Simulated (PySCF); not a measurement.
SMILES SCc1cccs1 at its GFN2-xTB optimised geometry (Å):

```
13

S     -1.7566    -2.3968     1.7660
C     -1.4581    -1.8142     0.0379
C     -0.5422    -0.6558     0.0000
C      0.8195    -0.6558     0.0000
C      1.3725     0.6439     0.0000
C      0.4254     1.6145     0.0072
S     -1.1655     0.9659     0.0153
H     -2.2642    -1.2495     2.2103
H     -2.4291    -1.5821    -0.3973
H     -1.0230    -2.6783    -0.4630
H      1.4072    -1.5563    -0.0008
H      2.4291     0.8426    -0.0057
H      0.5555     2.6783     0.0083
```

Method: PBE/def2-TZVP (PySCF). Cells within 0.4 Å of a nucleus heavier than hydrogen are left out (blank, or x).

Map of the deformation density (molecule minus spherical neutral atoms) (e/bohr³) on the plane z = 0.0 Å:

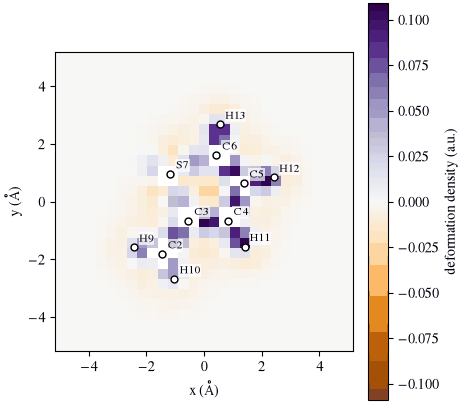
Figure. Deformation density (molecule minus spherical neutral atoms) (e/bohr³) on the plane z = 0.0 Å.
